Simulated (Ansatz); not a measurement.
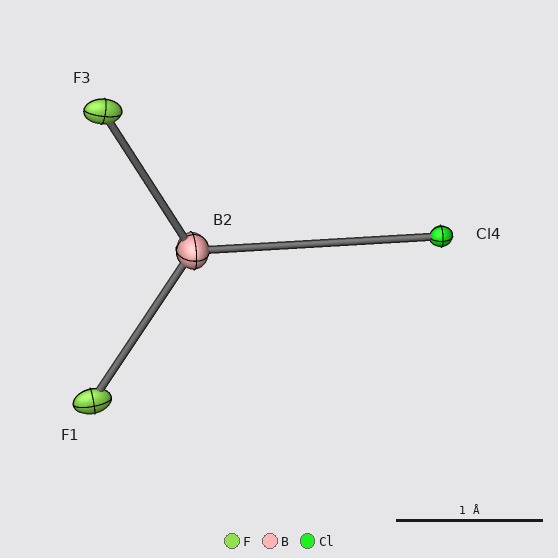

Displacement ellipsoids at the 50 % level, enlarged 2 times, from the internal vibrations of the free molecule (harmonic, no overall translation or rotation; no half-axis is drawn under 0.075 Å). Vibrations computed with RKS PBE0-D4/def2-TZVP (Ansatz 0.2.0). Temperature: 298 K.

Give the displacement parameters, one line for each set of equivalent atoms.

| atom | U_eq (Å²) | rms amplitudes (Å) |
| --- | --- | --- |
| F1, F3 | 0.00096 | 0.010, 0.030, 0.043 |
| B2 | 0.0018 | 0.036, 0.040, 0.050 |
| Cl4 | 0.00036 | 0.004, 0.020, 0.026 |
